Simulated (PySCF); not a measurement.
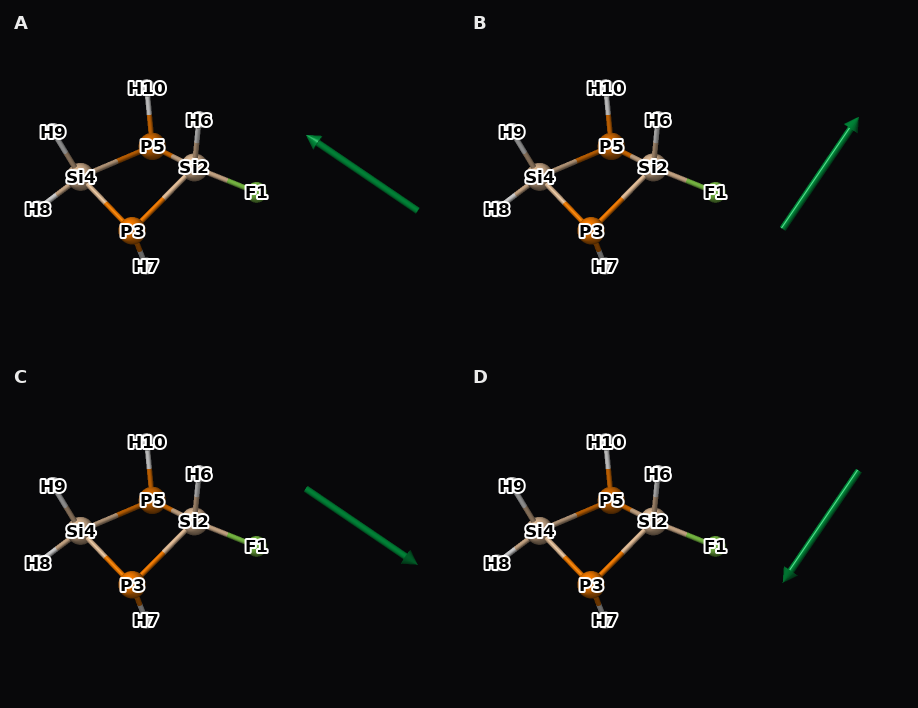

The same molecule four times, each with an arrow. The computed structure is the end point of a PBE0-D3(BJ)/def2-SVP optimisation. No frequency run is at hand to confirm it as a minimum. Level of theory: BP86/pcSseg-2, gas phase (PySCF 2.14.0).

Question: Which arrow points along the dipole moment, from the negative to the positive end?

Answer: A. The dipole moment is 1.82 D; it points from the side of F1 to the side of H9 (the outermost atoms at the two ends).
